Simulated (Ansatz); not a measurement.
# BH− (doublet): one geometry, many settings at distance B1–H2 = 2.354 Å

What do other methods and options give for BH− (doublet) at this geometry, and how long do they take?

Program: Ansatz 0.2.0, Gaussian basis. Level of theory: the settings change from run to run. These are calculated values, not measurements.

17 further runs of the same task are left out: 14 that didn't finish, 3 set aside as unsound or not needed.

## Step 1: The geometry

The geometry derives from a PBE0/def2-TZVPD stationary point (not a proven minimum). One bond is set to the value named and the two fragments are kept rigid.

2 atoms, charge -1, spin multiplicity 2.

Atoms are counted from 1 here; the program's logs count them from 0.

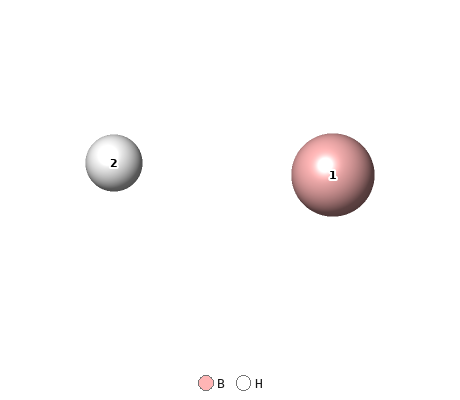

The structure; boron pink, hydrogen white; atoms are numbered from 1 in the order of the file.

Coordinates:

```xyz
2
charge -1, multiplicity 2
B     0.00000    0.00000    0.00000
H     0.00000    0.00000    2.35400
```

## Step 2: CCSDT on ROHF/cc-pVTZ

Contents of in.yaml:

```yaml
crystal:
  periodic: [false, false, false]
  atoms:
    - {symbol: B, position_ang: [0.000000, 0.000000, 0.000000]}
    - {symbol: H, position_ang: [0.000000, 0.000000, 2.354000]}
basis:
  gaussian: {orbitals: cc-pVTZ}
total_charge: -1
magnetization: {spin_polarized: false, initial_magnetization: 1}
correlation: {method: ccsdt, electrons: outside_noble_gas}
output: {forces: true}
```

Started as:

```
$ ansatz run in.yaml --threads 1 --pin off --events-out ev --progress --plain --max-ram 2393MiB
```

Log (excerpt; [...] marks lines left out):

```text
Functional definition: HF
  name "HF"
  cite "Fock, Z. Phys. 61, 126 (1930) doi:10.1007/BF01340294"
  parent pbe
[...]
466 factors; integrals over basis functions are off by at most 1.2e-7 eV
[...]
mean field -681.30362223 eV, -25.0374463128 hartree, gradient 1.3e-6 eV, S^2 0.750000; 6 other end points of the search recorded, 0 dependent functions left out
[...]
determinant -681.30362223 eV, -25.0374463128 hartree, with singles and doubles -684.47817781 eV, -25.1541090786 hartree
determinant -679.77894488 eV, -24.9814154535 hartree, with singles and doubles -682.96281463 eV, -25.0984205089 hartree
determinant -679.01663584 eV, -24.9534011133 hartree, with singles and doubles -681.90341935 eV, -25.0594884503 hartree
1 core orbitals not correlated: weight in the atoms' cores, before any rotation towards them, 1.000 or more for the frozen orbitals, at most 0.000 for the correlated occupied ones
reference -681.30362223 eV, -25.0374463128 hartree; 3, 2 occupied and 40, 41 virtual orbitals, 466 factors
second order -2.22920313 eV of doubles, -0.06280078 eV of singles
cycle   1  -2.74413894 eV  change   -4.5e-1 eV  update   8.8e-2
[...]
cycle  21  -3.23645960 eV  change    2.0e-7 eV  update   2.3e-7
[...]
Total energy: -684.54008183 eV, -25.1563840092 hartree
Atom 0 at     0.000000     0.000000     0.000000 Å, force    -0.000000    -0.000000     1.274620 eV/Å
Atom 1 at     0.000000     0.000000     2.354000 Å, force     0.000000     0.000000    -1.274620 eV/Å
Dipole moment:     0.000000    -0.000000    -0.591651 e Å
```

It took 53 s on 1 thread of Arm Neoverse N1, shared host; peak memory 0.4 GiB.

From the report: correlation -3.2365 eV; T1 0.048; largest double amplitude 0.16.

## Step 3: CASCI(1,8)/6-31G

Contents of in.yaml:

```yaml
crystal:
  periodic: [false, false, false]
  atoms:
    - {symbol: B, position_ang: [0.000000, 0.000000, 0.000000]}
    - {symbol: H, position_ang: [0.000000, 0.000000, 2.354000]}
basis:
  gaussian: {orbitals: 6-31G, point_charges: [{charge: 1.00, position_ang: [3.727, -0.527, -0.373]}]}
total_charge: -1
magnetization: {spin_polarized: false, initial_magnetization: 1}
correlation: {active_space: {window: {electrons: 1, orbitals: 8}, fixed_orbitals: true}}
```

Same command.

Log:

```text
Functional definition: HF
  name "HF"
  cite "Fock, Z. Phys. 61, 126 (1930) doi:10.1007/BF01340294"
  parent pbe
  exchange = exact_x
  correlation = 0
158 factors; integrals over basis functions are off by at most 1.5e-4 eV
mean field evaluation 1: about -682.5858 eV, gradient 1.0e1 eV
mean field evaluation 2: about -682.5891 eV, gradient 1.0e1 eV
mean field evaluation 4: about -683.8737 eV, gradient 1.0e0 eV
mean field evaluation 8: about -683.8834 eV, gradient 2.6e-3 eV
mean field evaluation 16: about -683.7501 eV, gradient 4.0e-1 eV
mean field evaluation 32: about -683.8813 eV, gradient 1.2e-1 eV
mean field -683.88340159 eV, -25.1322514555 hartree, gradient 2.6e-6 eV, S^2 0.750000; 5 other end points of the search recorded, 0 dependent functions left out
reference -683.88340159 eV, -25.1322514555 hartree; 4, 3 occupied and 7, 8 virtual orbitals, 158 factors
state -683.88340159 eV, -25.1322514555 hartree
Total energy: -683.88340159 eV, -25.1322514555 hartree
```

Run time: 0.12 s. Hardware: 1 thread of Arm Neoverse N1, shared host.

From the report: 8 determinants; active occupations 1.00, 0.00, 0.00, 0.00, 0.00, 0.00, 0.00, 0.00. With so small a space the active step adds no correlation: the energy is the mean field's.

## Step 4: MRCISD+Q(relaxed)(3,8)/cc-pVDZ

Contents of in.yaml:

```yaml
crystal:
  periodic: [false, false, false]
  atoms:
    - {symbol: B, position_ang: [0.000000, 0.000000, 0.000000]}
    - {symbol: H, position_ang: [0.000000, 0.000000, 2.354000]}
basis:
  gaussian: {orbitals: cc-pVDZ}
total_charge: -1
magnetization: {spin_polarized: false, initial_magnetization: 1}
correlation: {method: fic_mrcisd_q_relaxed, electrons: valence, active_space: {window: {electrons: 3, orbitals: 8}, states: [{multiplicity: 2, weights: [1, 0.5]}, {multiplicity: 4, weights: [1]}], root: 0}}
accuracy: high
```

Launched as before.

Log (excerpt; [...] marks lines left out):

```text
Functional definition: HF
  name "HF"
  cite "Fock, Z. Phys. 61, 126 (1930) doi:10.1007/BF01340294"
  parent pbe
[...]
328 factors; integrals over basis functions are off by at most 1.3e-9 eV
[...]
mean field -681.01525895 eV, -25.0268491577 hartree, gradient 7.3e-9 eV, S^2 0.750000; 4 other end points of the search recorded, 0 dependent functions left out
reference -681.01525895 eV, -25.0268491577 hartree; 4, 3 occupied and 15, 16 virtual orbitals, 328 factors
state -681.86736518 eV, -25.0581634842 hartree
state -681.86588970 eV, -25.0581092613 hartree
contracted CI cycle   1: correlation -0.00000000 eV, -0.0000000000 hartree, residual 8.30e0 eV
contracted CI cycle   2: correlation -1.66651827 eV, -0.0612434168 hartree, residual 2.29e0 eV
contracted CI cycle   3: correlation -1.81258764 eV, -0.0666113672 hartree, residual 1.32e0 eV
[...]
contracted CI cycle  17: correlation -1.98289655 eV, -0.0728701040 hartree, residual 3.54e-5 eV
contracted CI cycle  18: correlation -1.98289655 eV, -0.0728701040 hartree, residual 1.66e-5 eV
contracted CI cycle  19: correlation -1.98289655 eV, -0.0728701040 hartree, residual 1.13e-5 eV
contracted CI cycle  20: correlation -1.98289655 eV, -0.0728701040 hartree, residual 7.78e-6 eV
contracted CI cycle  21: correlation -1.98289655 eV, -0.0728701040 hartree, residual 4.27e-6 eV
contracted CI cycle  22: correlation -1.98289655 eV, -0.0728701040 hartree, residual 1.58e-6 eV
contracted CI cycle  23: correlation -1.98289655 eV, -0.0728701040 hartree, residual 6.28e-7 eV
contracted CI cycle  24: correlation -1.98289655 eV, -0.0728701040 hartree, residual 2.96e-7 eV
contracted CI cycle  25: correlation -1.98289655 eV, -0.0728701040 hartree, residual 1.29e-7 eV
state -680.36779558 eV, -25.0030553176 hartree; corrected -682.61650480 eV, -25.0856938575 hartree
Total energy: -683.85022787 eV, -25.1310323437 hartree
```

Run time: 7 s. Hardware: 1 thread of Arm Neoverse N1, shared host.

From the report: 56 determinants; active occupations (of the averaged states) 1.49, 0.80, 0.60, 0.11, 0.00, 0.00, 0.00, 0.00.

## Step 5: CCSDT(Q)/B/aug-cc-pVDZ

Contents of in.yaml:

```yaml
crystal:
  periodic: [false, false, false]
  atoms:
    - {symbol: B, position_ang: [0.000000, 0.000000, 0.000000]}
    - {symbol: H, position_ang: [0.000000, 0.000000, 2.354000]}
basis:
  gaussian: {orbitals: aug-cc-pVDZ}
total_charge: -1
magnetization: {spin_polarized: false, initial_magnetization: 1}
hamiltonian: {xc: {name: PBE0}}
correlation: {method: ccsdt_q_b, electrons: all}
output: {forces: true}
```

Same command.

Log (excerpt; [...] marks lines left out):

```text
Functional definition: PBE0
  name "PBE0"
  cite "Adamo & Barone, J. Chem. Phys. 110, 6158 (1999) doi:10.1063/1.478522"
  cite "Perdew, Burke & Ernzerhof, Phys. Rev. Lett. 77, 3865 (1996) doi:10.1103/PhysRevLett.77.3865"
  parent pbe
[...]
514 factors; integrals over basis functions are off by at most 2.1e-7 eV
[...]
mean field -685.43370456 eV, -25.1892240389 hartree, gradient 3.9e-6 eV, S^2 0.750000; 4 other end points of the search recorded, 0 dependent functions left out
[...]
reference -681.25863100 eV, -25.0357929154 hartree; 4, 3 occupied and 28, 29 virtual orbitals, 514 factors
second order -2.26881865 eV of doubles, -0.18028178 eV of singles
cycle   1  -2.86617488 eV  change   -4.2e-1 eV  update   9.2e-2
[...]
cycle  21  -3.33596532 eV  change    4.4e-7 eV  update   3.8e-7
perturbative correction -0.00568926 eV, -0.0002090764 hartree
[...]
Total energy: -684.60028557 eV, -25.1585964561 hartree
Atom 0 at     0.000000     0.000000     0.000000 Å, force    -0.000000     0.000000     1.095056 eV/Å
Atom 1 at     0.000000     0.000000     2.354000 Å, force     0.000000     0.000000    -1.095056 eV/Å
Dipole moment:     0.000000    -0.000000    -0.732280 e Å
```

Run time: 72 s. Hardware: 1 thread of Arm Neoverse N1, shared host; peak memory 0.59 GiB.

From the report: correlation -3.3417 eV; T1 0.019; largest double amplitude 0.17. The orbitals are Kohn-Sham ones, so correlation energy and T1 don't compare with those on Hartree-Fock orbitals.

## Step 6: CCSDT(Q)/B on UHF/cc-pVTZ-DK

Contents of in.yaml:

```yaml
crystal:
  periodic: [false, false, false]
  atoms:
    - {symbol: B, position_ang: [0.000000, 0.000000, 0.000000]}
    - {symbol: H, position_ang: [0.000000, 0.000000, 2.354000]}
basis:
  gaussian: {orbitals: cc-pVTZ-DK}
total_charge: -1
magnetization: {spin_polarized: true, initial_magnetization: 1}
correlation: {method: ccsdt_q_b, electrons: outside_noble_gas}
accuracy: high
scf: {lower_state_search: off}
output: {forces: true}
```

Same command.

Log (excerpt; [...] marks lines left out):

```text
Functional definition: HF
  name "HF"
  cite "Fock, Z. Phys. 61, 126 (1930) doi:10.1007/BF01340294"
  parent pbe
[...]
546 factors; integrals over basis functions are off by at most 3.2e-9 eV
[...]
mean field -681.60812290 eV, -25.0486365061 hartree, gradient 3.2e-8 eV, S^2 0.889732; 0 other end points of the search recorded, 0 dependent functions left out
1 core orbitals not correlated: weight in the atoms' cores, before any rotation towards them, 1.000 or more for the frozen orbitals, at most 0.000 for the correlated occupied ones
reference -681.60812290 eV, -25.0486365061 hartree; 3, 2 occupied and 40, 41 virtual orbitals, 546 factors
second order -2.13678137 eV of doubles, -0.00000000 eV of singles
cycle   1  -2.58355930 eV  change   -4.5e-1 eV  update   8.3e-2
[...]
cycle  35  -3.11490179 eV  change  -2.0e-10 eV  update  3.2e-10
perturbative correction -0.00348825 eV, -0.0001281909 hartree
[...]
Total energy: -684.72651294 eV, -25.1632352263 hartree
Relativity: scalar
Atom 0 at     0.000000     0.000000     0.000000 Å, force     0.000000    -0.000000     1.271564 eV/Å
Atom 1 at     0.000000     0.000000     2.354000 Å, force    -0.000000     0.000000    -1.271564 eV/Å
Dipole moment:    -0.000000    -0.000000    -0.588820 e Å
Checks for a lower state left out: starts, cluster_reference, orbital_swaps, neighbouring_geometries, increment
```

It took 2.5 min on 1 thread of Arm Neoverse N1, shared host; peak memory 1.8 GiB.

From the report: ⟨S²⟩ of the determinant 0.890 (pure doublet: 0.75); correlation -3.1184 eV; T1 0.062; largest double amplitude 0.16.

## Step 7: All runs side by side

| level | correlated | functions | energy (eV) | time |
| --- | --- | --- | --- | --- |
| CCSDT on ROHF/cc-pVTZ | outside noble gas | 44 | -684.5401 | 53 s |
| CASCI(1,8)/6-31G (beside a point charge) |  | 11 | -683.8834 | 0.12 s |
| MRCISD+Q(relaxed)(3,8)/cc-pVDZ (lowest root of an average) | valence | 19 | -683.8502 | 7 s |
| CCSDT(Q)/B/aug-cc-pVDZ (on PBE0 orbitals) | all | 32 | -684.6003 | 72 s |
| CCSDT(Q)/B on UHF/cc-pVTZ-DK | outside noble gas | 44 | -684.7265 | 2.5 min |

## Step 8: What came out

| quantity | value |
| --- | --- |
| runs | 5 |
| quickest | CASCI(1,8)/6-31G (beside a point charge), 0.12 s |
| slowest | CCSDT(Q)/B on UHF/cc-pVTZ-DK, 2.5 min |

What this shows: Total energies in different bases, with other cores or another treatment of relativity can't be set against each other. CCSDT(Q)/B on UHF/cc-pVTZ-DK took 1255 times as long as CASCI(1,8)/6-31G (beside a point charge); the jobs differ in more than the method.
